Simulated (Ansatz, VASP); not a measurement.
## BP: VASP beside Ansatz

Aim: how closely do two programs agree when they are given the same cell, functional and k mesh? The cell comes out of the VASP series on this material, whose earlier steps may have relaxed, scaled or displaced it; both programs get it as it stands.

Main program and level: Ansatz 0.2.0; plane waves, with VASP 6.6.1 beside it; relaxation of cell and atoms at LDA.

### Step 1. Starting point

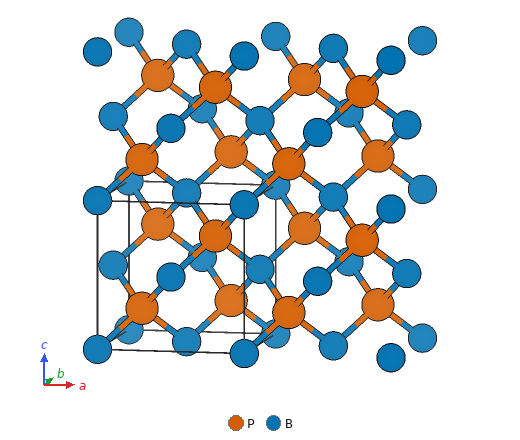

Start, viewed slightly off an axis; phosphorus orange, boron blue. 2×1×2 cells are drawn. This picture shows the conventional cell, with its axes. Bonds to atoms that aren't drawn are left out. Some periodic images of atoms are drawn too.

### Step 2. Ansatz: relaxation of cell and atoms, LDA

Ansatz runs on its default PAW (the set named soft_2) files.

The relaxed volume is the usual yardstick between codes: its relative difference is about their pressure difference at one cell divided by the bulk modulus.

The input, input.yaml:

```yaml
crystal:
  lattice:
    - [0.0, 2.2450185634, 2.2450185634]
    - [2.2450185634, 0.0, 2.2450185634]
    - [2.2450185634, 2.2450185634, 0.0]
  atoms:
    - { symbol: P, position: [0.75, 0.75, 0.75] }
    - { symbol: B, position: [0.0, 0.0, 0.0] }
hamiltonian:
  xc: lda
  pseudopotentials: { kind: paw }
kpoints:
  mp_grid: { grid: [8, 8, 8] }
scf:
  occupations: { method: gaussian, width: 0.03 }
relax:
  f_tol: 0.01
  max_steps: 60
  cell: { stress_tol: 0.05 }
output:
  forces: true
  stress: true
  write_density: true
  write_potential: true
  elf: true
  volumetric_format: npy
```

The run is started by

```bash
$ ansatz run input.yaml --threads 4 --pin off --max-ram 9216MiB --backend cpu --events-out ev --progress --plain --runs-dir out
```

Numbers of over 12 decimals in the logs are rounded to 6 here.

Log:

```text
Engine: ansatz 0.2.0, aarch64-unknown-linux-gnu
Pseudopotentials: kind: paw
Pseudopotential: P, paw, valence charge 5, recommended cutoff 420 eV (normal), P.paw.azcp
Pseudopotential: B, paw, valence charge 3, recommended cutoff 420 eV (normal), B.paw.azcp
Functional definition: SPW92
  exchange = slater_x
  correlation = pw_c
Crystal: 2 atoms, lattice volume = 22.630 Å³
Basis set: ecut = 420 eV, 459 PW (Γ)
Bands: 8, of which v1, the nominal top of the filled ones, is band 4 counted from 1 (3 counted from 0)
Symmetry: 24 space group operations
Space group: F-43m (ITA 216), of the structure as read, at distance tolerance 2.8e-5 Å
k-points: 29 of 512 (time reversal used)
Non-local potential: P, projectors of the file, l = 0: 2, l = 1: 2, l = 2: 2
Non-local potential: B, projectors of the file, l = 0: 2, l = 1: 2, l = 2: 1
PAW form: soft (Blöchl's): semilocal exchange-correlation on the pseudo side does not see the compensation charge
PAW frozen core: P, regenerated for the run's functional, and the local potential with it (the file was generated under x = pbe(κ = 0.804, μ = 0.219515), c = pbe(β = 0.066725))
PAW frozen core: B, regenerated for the run's functional, and the local potential with it (the file was generated under x = pbe(κ = 0.804, μ = 0.219515), c = pbe(β = 0.066725))
PAW one-centre angular grid: P, 110 points (default); XC on 64 Gauss nodes
PAW one-centre angular grid: B, 110 points (default); XC on 64 Gauss nodes
Initial density: superposition of atomic densities (neutral atoms: chi_scale 0, normalization atom), corrected by the library's trained network
Initial wavefunctions: pseudopotential atomic-orbital guess
Functional: x = slater, c = lda
SCF iter   1: F=—  HF=-876.636710 eV  |F-HF|=—  |Δ(HF+E_count)|=         —  Δρ=5.33e-3  dr2=4.93e-3  ethr=1.77e-3  ⟨swp⟩=6.3  Hψ=2157  notcnv=0
preconditioner: auto → none  [insulator: Δε(μ)=1.174 eV  Ē_g=12.945 eV  σ=0.030 eV  W_gap=1.00  n_scr=0 (ndim 8)  ℏωp=22.1 eV  f_vac=0.000  D(μ)=0.00/eV (n_scr^D=0)  ε∞_Penn≈3.9]
SCF iter   2: F=—  HF=-876.635848 eV  |F-HF|=—  |Δ(HF+E_count)|=   8.62e-4  Δρ=2.37e-3  dr2=7.70e-4  ethr=6.17e-5  ⟨swp⟩=2.5  Hψ=628  notcnv=0
SCF iter   3: F=—  HF=-876.635678 eV  |F-HF|=—  |Δ(HF+E_count)|=   1.71e-4  Δρ=1.05e-3  dr2=1.17e-4  ethr=9.63e-6  ⟨swp⟩=2.2  Hψ=328  notcnv=0
SCF iter   4: F=—  HF=-876.635664 eV  |F-HF|=—  |Δ(HF+E_count)|=   1.33e-5  Δρ=4.66e-4  dr2=2.45e-5  ethr=1.46e-6  ⟨swp⟩=1.0  Hψ=232  notcnv=0
SCF iter   5: F=—  HF=-876.635658 eV  |F-HF|=—  |Δ(HF+E_count)|=   6.16e-6  Δρ=1.08e-4  dr2=1.67e-6  ethr=3.07e-7  ⟨swp⟩=1.0  Hψ=232  notcnv=0
SCF iter   6: F=-876.635658 eV  HF=-876.635658 eV  |F-HF|=3.80e-8  |Δ(HF+E_count)|=   2.97e-7  Δρ=1.53e-5  dr2=5.62e-8  ethr=1.25e-9  ⟨swp⟩=6.8  Hψ=1300  notcnv=0
SCF 1 converged in 6 iterations: F = -876.635658 eV  dr2 = 5.62e-8
  greatest PAW one-centre occupation: 0.772 electrons in one spin orbital (limit 2), on the P atom at site 0 (counted from 0), in its partial waves of l = 0
relax step   1: F+E_penalty+E_count = -876.63565776 eV  Δ(F+E_penalty+E_count) = +0.000e0 eV  max|allowed force component| = 3.053e-16 eV/Å  Δτ_max = 0.0000 Å  P = +0.069 GPa  Ω = 22.630 Å³  (6 SCF iters, dr2 threshold 1.00e-7 eV, accepted)
[...]
relax step   2: F+E_penalty+E_count = -876.63565395 eV  Δ(F+E_penalty+E_count) = +3.807e-6 eV  max|allowed force component| = 1.110e-16 eV/Å  Δτ_max = 0.0000 Å  P = +0.031 GPa  Ω = 22.635 Å³  energy of the carried Pulay correction = -5.304e-6 eV  (3 SCF iters, dr2 threshold 1.21e-8 eV, accepted)
[...]
relax step   3: F+E_penalty+E_count = -876.63569883 eV  Δ(F+E_penalty+E_count) = -4.488e-5 eV  max|allowed force component| = 1.388e-16 eV/Å  Δτ_max = 0.0000 Å  P = +0.031 GPa  Ω = 22.635 Å³  stress off target by 3.10e-2 GPa  SCF on the basis re-selected at this cell (its energy is not comparable with the rows above)  (5 SCF iters)
basis re-selected at this cell: Δ(F+E_penalty+E_count) = -4.488e-5 eV, ΔP = +0.000 GPa vs the last step (what re-selecting the basis moved, of the pressure what is left beyond the Pulay correction that the steps carried, after the strain that the cell walked since its last selection, with what the two solves' SCF thresholds leave and, on support functions, any second-order correction that the steps lacked; it is no m [...]
SCF converged after 5 iterations
Free energy (F): -876.635699 eV
Harris-Foulkes:  -876.635699 eV  (|F-HF|=3.41e-12)
Internal energy: -876.635699 eV  (E = F + TS)
E sigma→0 (E₀):  -876.635699 eV
Fermi energy:    10.082436 eV
--- Per-component energies (eV) ---
  E_band       = 23.249900
  E_kinetic    = 123.655961
  E_local      = -67.905420  (includes V_loc(G=0)·N_el)
  E_nonlocal   = 47.113996
  E_hartree    = 16.586767
  E_xc         = -94.960128
  E_vxc        = -101.260388  (∫ρ·V_xc dr)
  E_paw        = -612.769334  (= ΣΔE_a)
  E_vpaw       = -11.527769  (= ΣTr[D̂ρ^β])
  E_aug_tail   = -0.000000  (compensation charges beyond the density's cutoff)
  E_ewald      = -288.520726
  E_core_change = 0.163186  (= ΣΔE_core)
  E_smearing   = -0.000000  (= −TS)
  E_closure    = -0.000000  (closes the sum)
  Σ components = -876.635699   (vs F -876.635699, Δ=0.00e0)
--- Forces (eV/Å), atoms counted from 1 ---
  atom   1  P      0.00000000     0.00000000     0.00000000
  atom   2  B     -0.00000000    -0.00000000     0.00000000
  max |Σ_I F_I| component: 9.71e-17 eV/Å
--- Stress (GPa, compression-positive) ---
        0.030989      -0.000000      -0.000000
       -0.000000       0.030989       0.000000
       -0.000000       0.000000       0.030989
  P = ⅓ Tr σ = 0.0310 GPa (0.310 kbar)
--- Band table (eV; the first three rows and the last of 29) ---
  k-point 0: bands = ["-6.1867", "9.4908", "9.4908", "9.4908", "12.9174", "12.9174", "12.9174", "17.3280"]
  k-point 1: bands = ["-5.8988", "7.6177", "9.0539", "9.0539", "13.4801", "13.5195", "13.5195", "18.0417"]
  k-point 2: bands = ["-5.0527", "4.5741", "8.3536", "8.3536", "13.6138", "14.2831", "14.2831", "19.2599"]
  k-point 28: bands = ["-0.8874", "1.4257", "3.6210", "3.8187", "14.7188", "16.2173", "16.8375", "17.1141"]
--- Relaxed structure (2 steps of the walk, 2 accepted, 1 SCFs on fresh bases) ---
  F+E_penalty+E_count = -876.63569883 eV   max|allowed force component| = 1.388e-16 eV/Å   (the final SCF, on the basis selected at the relaxed cell)
  cell:  # Å, volume = 22.6351 Å³
    - [0, 2.245178, 2.245178]
    - [2.245178, 0, 2.245178]
    - [2.245178, 2.245178, 0]
  atoms:
    - { symbol: P, position: [0.750000, 0.750000, 0.750000] }
    - { symbol: B, position: [0, 0, 0] }
```

The job ended after 1.6 s (4 threads of Arm Neoverse V1, shared host; peak memory 0.26 GiB).

### Step 3. VASP: relaxation of cell and atoms, LDA

The same cell, functional (in two slightly different forms), mesh and smearing now go to VASP, with its own data sets and cutoff.

Lines of VASP's logs that name or quote its potential files are left out, and so is its time.

The input, INCAR:

```
SYSTEM = BP
PREC = Accurate
ENCUT = 450
EDIFF = 1E-06
NELM = 100
ISMEAR = 0
SIGMA = 0.03
LREAL = .FALSE.
ALGO = Normal
GGA = CA
NBANDS = 10
LORBIT = 11
LWAVE = .FALSE.
LCHARG = .FALSE.
KPAR = 8
IBRION = 2
NSW = 50
ISIF = 3
EDIFFG = -0.006
```

The input, POSCAR:

```
BP
1.0
    0.0000000000      2.2450185634      2.2450185634
    2.2450185634      0.0000000000      2.2450185634
    2.2450185634      2.2450185634      0.0000000000
P B
1 1
Direct
    0.7500000000      0.7500000000      0.7500000000
    0.0000000000      0.0000000000      0.0000000000
```

The input, KPOINTS:

```
Automatic mesh
0
Gamma
8 8 8
0 0 0
```

Potentials, in the order of the species: P and B (LDA family, release 64).

The run is started by

```bash
$ mpirun -np 8 vasp_std
```

Log:

```text
[banner, memory and clock lines left out]
running    8 mpi-ranks, on    1 nodes
 distrk:  each k-point on    1 cores,    8 groups
 distr:  one band on    1 cores,    1 groups

 POSCAR found type information on POSCAR P B
 POSCAR found :  2 types and       2 ions
|                                                                             |
|           W    W    AA    RRRRR   N    N  II  N    N   GGGG   !!!           |
|           W    W   A  A   R    R  NN   N  II  NN   N  G    G  !!!           |
|           W    W  A    A  R    R  N N  N  II  N N  N  G       !!!           |
|           W WW W  AAAAAA  RRRRR   N  N N  II  N  N N  G  GGG   !            |
|           WW  WW  A    A  R   R   N   NN  II  N   NN  G    G                |
|           W    W  A    A  R    R  N    N  II  N    N   GGGG   !!!           |
|                                                                             |
|     For optimal performance we recommend to set                             |
|       NCORE = 2 up to number-of-cores-per-socket                            |
|     NCORE specifies how many cores store one orbital (NPAR=cpu/NCORE).      |
|     This setting can greatly improve the performance of VASP for DFT.       |
|     The default, NCORE=1 might be grossly inefficient on modern             |
|     multi-core architectures or massively parallel machines. Do your        |
|     Unfortunately you need to use the default for GW and RPA                |
|     calculations (for HF NCORE is supported but not extensively tested      |
|     yet).                                                                   |
|                                                                             |

 LDA part: xc-table for (Slater(with rela. corr.)+CA(PZ))
 , standard interpolation
 POSCAR, INCAR and KPOINTS ok, starting setup
 FFT: planning ... GRIDC
 FFT: planning ... GRID_SOFT
 FFT: planning ... GRID
 WAVECAR not read
 entering main loop
       N       E                     dE             d eps       ncg     rms          rms(c)
DAV:   1     0.528430431988E+01    0.52843E+01   -0.36788E+03   580   0.636E+02
DAV:   2    -0.147786430475E+02   -0.20063E+02   -0.19327E+02   818   0.106E+02
DAV:   3    -0.152963956652E+02   -0.51775E+00   -0.51686E+00   692   0.150E+01
DAV:   4    -0.152985836630E+02   -0.21880E-02   -0.21878E-02   724   0.117E+00
DAV:   5    -0.152985939067E+02   -0.10244E-04   -0.10243E-04   708   0.729E-02    0.769E+00
DAV:   6    -0.145330123549E+02    0.76558E+00   -0.17782E+00   648   0.624E+00    0.407E+00
DAV:   7    -0.144099358222E+02    0.12308E+00   -0.29414E-01   728   0.290E+00    0.131E+00
DAV:   8    -0.143968471984E+02    0.13089E-01   -0.35430E-02   684   0.105E+00    0.245E-01
DAV:   9    -0.143968758478E+02   -0.28649E-04   -0.74218E-04   660   0.205E-01    0.161E-01
DAV:  10    -0.143968725460E+02    0.33018E-05   -0.13850E-04   646   0.707E-02    0.337E-02
DAV:  11    -0.143968745036E+02   -0.19575E-05   -0.67844E-06   720   0.139E-02    0.379E-02
DAV:  12    -0.143968741600E+02    0.34353E-06   -0.18518E-06   374   0.633E-03
   1 F= -.14396874E+02 E0= -.14396874E+02  d E =-.143969E+02
 curvature:   0.00 expect dE= 0.000E+00 dE for cont linesearch  0.000E+00
 trial: gam= 0.00000 g(F)=  0.106E-47 g(S)=  0.120E-06 ort = 0.000E+00 (trialstep = 0.100E+01)
 search vector abs. value=  0.120E-06
 reached required accuracy - stopping structural energy minimisation
```

Parts of OUTCAR (step 3):

```text
ion  position               nearest neighbor table
   1  0.750  0.750  0.750-   2 1.94   2 1.94   2 1.94   2 1.94
   2  0.000  0.000  0.000-   1 1.94   1 1.94   1 1.94   1 1.94

  LATTYP: Found a face centered cubic cell.
 ALAT       =     4.4900371268

 Subroutine GETGRP returns: Found 24 space group operations
 (whereof 24 operations were pure point group operations)

The static configuration has the point symmetry T_d .

 Found     29 irreducible k-points:

   k-points           NKPTS =     29   k-points in BZ     NKDIM =     29   number of bands    NBANDS=     10

   dimension x,y,z NGX =    24 NGY =   24 NGZ =   24
   dimension x,y,z NGXF=    48 NGYF=   48 NGZF=   48

   ENCUT  =  450.0 eV  33.07 Ry    5.75 a.u.   5.49  5.49  5.49*2*pi/ulx,y,z

   NELECT =       8.0000    total number of electrons

 k-points in reciprocal lattice and weights: Automatic mesh
   0.00000000  0.00000000  0.00000000       0.002
   0.12500000  0.00000000  0.00000000       0.016
   0.25000000  0.00000000  0.00000000       0.016
   0.37500000  0.00000000  0.00000000       0.016
   0.50000000  0.00000000  0.00000000       0.008
   0.12500000  0.12500000  0.00000000       0.012
   0.25000000  0.12500000  0.00000000       0.047
   0.37500000  0.12500000  0.00000000       0.047
   0.50000000  0.12500000  0.00000000       0.047
[...]
-0.37500000  0.50000000  0.12500000       0.023
  -0.25000000  0.50000000  0.25000000       0.012

 average (electrostatic) potential at core
       1 -81.8953       2 -29.5429

 E-fermi :   7.9852

 k-point     1 :       0.0000    0.0000    0.0000
  band No.  band energies     occupation
      1      -7.8828      2.00000
      2       7.7916      2.00000
      3       7.7916      2.00000
      4       7.7916      2.00000
      5      11.2205      0.00000
      6      11.2205      0.00000
      7      11.2205      0.00000
      8      15.6509      0.00000
      9      19.2746      0.00000
    ...

 k-point     2 :       0.1250    0.0000    0.0000
  band No.  band energies     occupation
      1      -7.5946      2.00000
      2       5.9172      2.00000
      3       7.3537      2.00000
      4       7.3537      2.00000
      5      11.7904      0.00000
      6      11.8253      0.00000
      7      11.8253      0.00000
      8      16.3588      0.00000
      9      19.0911      0.00000
    ...

 k-point     3 :       0.2500    0.0000    0.0000
  band No.  band energies     occupation
      1      -6.7477      2.00000
      2       2.8737      2.00000
      3       6.6531      2.00000
      4       6.6531      2.00000
      5      11.9307      0.00000
      6      12.5930      0.00000
      7      12.5930      0.00000
      8      17.5694      0.00000
      9      18.8162      0.00000
    ...

  Total       -0.0012899     -0.0012899     -0.0012899      0.0000000      0.0000000     -0.0000000
  in kB       -0.0913208     -0.0913208     -0.0913208      0.0000000      0.0000000     -0.0000000
  external PRESSURE =      -0.0913208 kB  Pullay stress =       0.0000000 kB

  energy-cutoff  :      450.00
  volume of cell :       22.63
      direct lattice vectors                 reciprocal lattice vectors
     0.000000000  2.245018563  2.245018563    -0.222715308  0.222715308  0.222715308
     2.245018563  0.000000000  2.245018563     0.222715308 -0.222715308  0.222715308
     2.245018563  2.245018563  0.000000000     0.222715308  0.222715308 -0.222715308

 POSITION                                       TOTAL-FORCE (eV/Angst)
 -----------------------------------------------------------------------------------
      3.36753      3.36753      3.36753         0.000000      0.000000      0.000000
      0.00000      0.00000      0.00000        -0.000000     -0.000000     -0.000000
 -----------------------------------------------------------------------------------
    total drift:                               -0.000000     -0.000000     -0.000000

  FREE ENERGIE OF THE ION-ELECTRON SYSTEM (eV)
  ---------------------------------------------------
  free  energy   TOTEN  =       -14.3968741600 eV

  energy  without entropy=      -14.3968741600  energy(sigma->0) =      -14.39687416

 reached required accuracy - stopping structural energy minimisation

 total charge
# of ion       s       p       d       tot
------------------------------------------
    1        0.994   1.602   0.000   2.597
    2        0.668   1.320   0.000   1.988
--------------------------------------------------
tot          1.662   2.923   0.000   4.585

[... 3 further parts left out ...]
```

CONTCAR:

```
BP
   1.00000000000000
     0.0000000000000000    2.2450185633999999    2.2450185633999999
     2.2450185633999999    0.0000000000000000    2.2450185633999999
     2.2450185633999999    2.2450185633999999    0.0000000000000000
  P               B
     1     1
Direct
     0.7500000000000000    0.7500000000000000    0.7500000000000000
     0.0000000000000000    0.0000000000000000    0.0000000000000000
```

### Step 4. Comparison

Known differences besides the PAW data sets themselves: the two LDA forms differ slightly; both relaxations stop at a tolerance, which leaves soft axes loose, and VASP keeps its plane-wave basis; the cutoff is 420 eV in Ansatz and 450 eV in VASP; Ansatz makes its cores anew for this functional, VASP keeps those of its LDA data sets; Ansatz adds a Pulay correction to the stress that steers its cell, VASP none. Total energies have different zeros and are not compared.

Both answers:

```csv
quantity,Ansatz,VASP,difference
volume (Å³),22.64,22.63,+0.02 %
"edge a after relaxation, in the typed setting (Å)",3.175,3.175,+0.01 %
```

The walks stopped with 0.03 GPa left in Ansatz and -0.01 GPa in VASP; each walk ends within a tolerance, so the volume difference is uncertain by about these residues over the bulk modulus, most in soft cells.

### Step 5. Results

```yaml
difference_in_volume_relaxation_of_cell_and_atoms_lda: 0.021 %
```

What this shows: The difference in volume is 0.021 % (relaxation of cell and atoms, LDA), within the 1.2 % picked in this series as the mark of a large difference, as far as the stopping tolerances let one tell. How closely two codes agree says nothing of how well the functional describes the real material.

[Lines on the potential files, build, host, timing and source positions are cut from VASP's logs without a mark.]

[Logs are printed without paths, hosts, clocks, repeated set-up lines and the standing remarks that a program may print on its own settings, such as how far it seeks lower states.]

[Hosts, paths, dates, database ids (printed as entryN), source tags and the programs' standing remarks are cut or masked in the printed files.]
